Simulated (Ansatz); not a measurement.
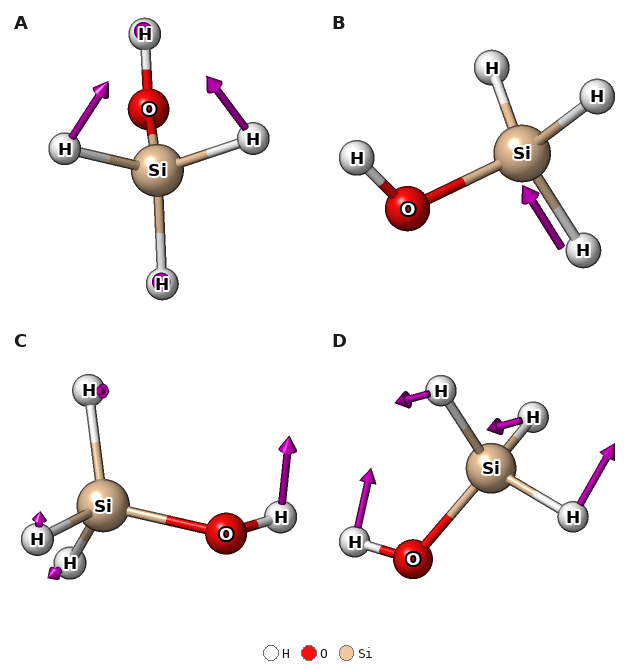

4 normal modes of one molecule or complex, as arrows. Harmonic vibrations computed with RKS PBE0-D4/def2-TZVP (Ansatz 0.2.0) at a stationary point of the same level.

### Match the panels to the wavenumbers 193 cm⁻¹, 680 cm⁻¹, 967 cm⁻¹, 2261 cm⁻¹.

A: 967 cm⁻¹, H–Si–H bending
B: 2261 cm⁻¹, Si–H stretching
C: 193 cm⁻¹, a torsion or out-of-plane motion in which bond lengths and bond angles hardly change
D: 680 cm⁻¹, H–Si–O bending
